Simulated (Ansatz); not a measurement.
**triplet AlF3: levels of theory compared**

Wanted: a comparison of 6 runs (UB3LYP/6-31G*, U-r2SCAN/6-311+G**, UB2PLYP/6-311+G**, RPA@PBE/6-311+G**, UMP2/6-311+G**, UCCSD/6-311+G**) of triplet AlF3. 

The calculation is run with Ansatz 0.2.0.

39 further runs of the same task are left out: 39 set aside as unsound or not needed.

## Step 1: The molecule

AlF3: 4 atoms, total charge 0, spin state triplet. As SMILES of the parent species, `F[Al](F)F`. Geometry: relaxed at PBE0-D4/def2-TZVP. That shape belongs to the parent species and isn't relaxed for this state.

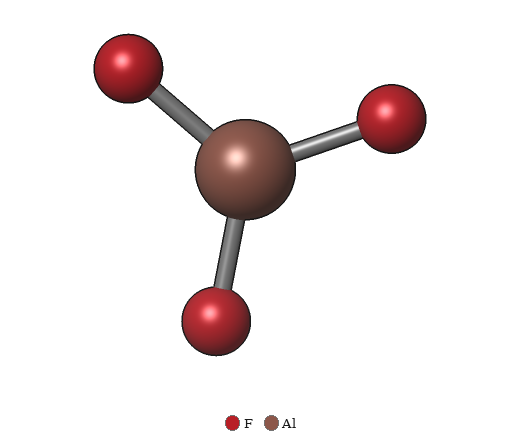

Viewed from a chosen angle; fluorine red, aluminium brown.

## Step 2: The energy at UB3LYP/6-31G(d) (spherical functions) (run 1)

in.yaml reads:

```yaml
crystal:
  periodic: [false, false, false]
  atoms:
    - symbol: F
      position_ang: [0.859410, -0.722590, 1.180170]
    - symbol: Al
      position_ang: [-0.000000, -0.000010, -0.000000]
    - symbol: F
      position_ang: [-1.440740, -0.612530, -0.450110]
    - symbol: F
      position_ang: [0.581330, 1.335130, -0.730040]
basis:
  gaussian:
    orbitals: 6-31G_st_-spherical.json
magnetization:
  spin_polarized: true
  initial_magnetization: 2
hamiltonian:
  xc: {name: B3LYP}
accuracy: high
output: {orbitals: {seedname: orbitals}}
```

The basis set 6-31G* is read from a file made from the Basis Set Exchange's data (not shown).

Started as:

```
$ ansatz run in.yaml --threads 1 --pin off --max-ram 3480MiB --events-out events.jsonl --progress --plain --runs-dir runs
```

Output:

```text
Warning: RAYON_NUM_THREADS=1 ignored (pool sized by the plan → 1); use --threads N
Functional definition: B3LYP
  name "B3LYP"
  parameter a0 = 0.2
  parameter ax = 0.72
  parameter ac = 0.81
  exchange = (1 - a0 - ax)*slater_x + ax*b88_x + a0*exact_x
  correlation = (1 - ac)*vwn_rpa_c + ac*lyp_c
1171 factors; integrals over basis functions are off by at most 3.3e-9 eV
mean field evaluation 1: about -14743.1427 eV, gradient 2.5e1 eV
mean field evaluation 2: about -14741.4304 eV, gradient 3.6e1 eV
mean field evaluation 4: about -14745.0555 eV, gradient 3.3e0 eV
mean field evaluation 8: about -14745.1865 eV, gradient 3.5e-1 eV
mean field evaluation 16: about -14745.1870 eV, gradient 3.4e-4 eV
mean field evaluation 32: about -14745.0980 eV, gradient 8.2e-1 eV
mean field -14745.18696809 eV, -541.8756264306 hartree, gradient 5.4e-8 eV, S^2 2.005928; 6 other end points of the search recorded, 0 dependent functions left out
reference -14745.18700195 eV, -541.8756276751 hartree; 21, 19 occupied and 39, 41 virtual orbitals, 1171 factors
Total energy: -14745.18700195 eV, -541.8756276751 hartree
```

Wall time 8.1 s (1 thread of Arm Neoverse V2, shared host); peak memory 0.23 GiB.

## Step 3: The energy at U-r2SCAN/6-311+G(d,p) (run 2)

molecule.yaml reads:

```yaml
crystal:
  periodic: [false, false, false]
  atoms:
    - symbol: F
      position_ang: [0.859410, -0.722590, 1.180170]
    - symbol: Al
      position_ang: [-0.000000, -0.000010, -0.000000]
    - symbol: F
      position_ang: [-1.440740, -0.612530, -0.450110]
    - symbol: F
      position_ang: [0.581330, 1.335130, -0.730040]
basis:
  gaussian:
    orbitals: 6-311+G_st__st_-spherical.json
magnetization:
  spin_polarized: true
  initial_magnetization: 2
hamiltonian:
  xc: {name: r2SCAN}
accuracy: high
output: {orbitals: {seedname: orbitals}}
```

The basis set 6-311+G** is read from a file made from the Basis Set Exchange's data (not shown).

Started as:

```
$ ansatz run molecule.yaml --threads 1 --pin off --max-ram 3480MiB --events-out events.jsonl --progress --plain --runs-dir runs
```

Output, shortened:

```text
Warning: RAYON_NUM_THREADS=1 ignored (pool sized by the plan → 1); use --threads N
Functional definition: r2SCAN
  name "r2SCAN"
[...]
1643 factors; integrals over basis functions are off by at most 4.1e-9 eV
[...]
mean field -14744.43443201 eV, -541.8479712396 hartree, gradient 3.7e-8 eV, S^2 2.005326; 8 other end points of the search recorded, 0 dependent functions left out
reference -14744.43444002 eV, -541.8479715342 hartree; 21, 19 occupied and 75, 77 virtual orbitals, 1643 factors
Total energy: -14744.43444002 eV, -541.8479715342 hartree
```

It took 39 s on 1 thread of Arm Neoverse V2, shared host; peak memory 0.39 GiB.

Runs 3 to 5 aren't shown in full; the table further down has their settings and results.

## Step 4: The energy at UCCSD/6-311+G(d,p) (run 6)

run.yaml reads:

```yaml
basis:
  gaussian: {orbitals: 6-311+G_st__st_-spherical.json}
crystal:
  periodic: [false, false, false]
  atoms:
    - {symbol: F, position_ang: [0.859410, -0.722590, 1.180170]}
    - {symbol: Al, position_ang: [-0.000000, -0.000010, -0.000000]}
    - {symbol: F, position_ang: [-1.440740, -0.612530, -0.450110]}
    - {symbol: F, position_ang: [0.581330, 1.335130, -0.730040]}
correlation: {method: ccsd, frozen_orbitals: {Al: 5, F: 1}}
scf: {omitted_lower_state_checks: [cluster_reference, increment]}
accuracy: high
magnetization: {spin_polarized: true, initial_magnetization: 2}
```

The basis set 6-311+G** is read from a file made from the Basis Set Exchange's data (not shown).

Started as:

```
$ ansatz run run.yaml --threads 1 --pin off --max-ram 3480MiB --events-out events.jsonl --progress --plain --runs-dir runs
```

Output:

```text
Warning: RAYON_NUM_THREADS=1 ignored (pool sized by the plan → 1); use --threads N
[... 16 lines left out ...]
8 core orbitals not correlated: weight in the atoms' cores, before any rotation towards them, 1.000 or more for the frozen orbitals, at most 0.000 for the correlated occupied ones
[... 41 lines left out ...]
Total energy: -14718.31908951 eV, -540.8882501044 hartree
Checks for a lower state left out: cluster_reference, increment
```

It took 83 s on 1 thread of Arm Neoverse V2, shared host; peak memory 1.2 GiB.

## Step 5: Overview of the runs

| run | level | frozen core orbitals | energy (Eh) | ⟨S²⟩ | wall time |
| --- | --- | --- | --- | --- | --- |
| 1 | UB3LYP/6-31G* (spherical functions) | – | -541.875628 | 2.006 | 8.1 s |
| 2 | U-r2SCAN/6-311+G** | – | -541.847972 | 2.005 | 39 s |
| 3 | UB2PLYP/6-311+G** | 8 | -541.641299 | 2.011 | 66 s |
| 4 | RPA@PBE/6-311+G** | 8 | -541.227675 | 2.002 | 26 s |
| 5 | UMP2/6-311+G** | 8 | -540.875927 | 2.005 | 11 s |
| 6 | UCCSD/6-311+G** | 8 | -540.888250 | 2.005 | 83 s |

## Step 6: What came out

| quantity | value |
| --- | --- |
| run 6: total energy | -540.88825 Eh |
| run 6: correlation energy (8 core orbitals frozen) | -648.3 mEh |
| run 6: ⟨S²⟩ of the reference determinant | 2.005 |
| run 6: T1 diagnostic | 0.047 |

What this shows: Totals of different functionals can't be ranked against each other. All runs together took 3.9 min, the longest 83 s.
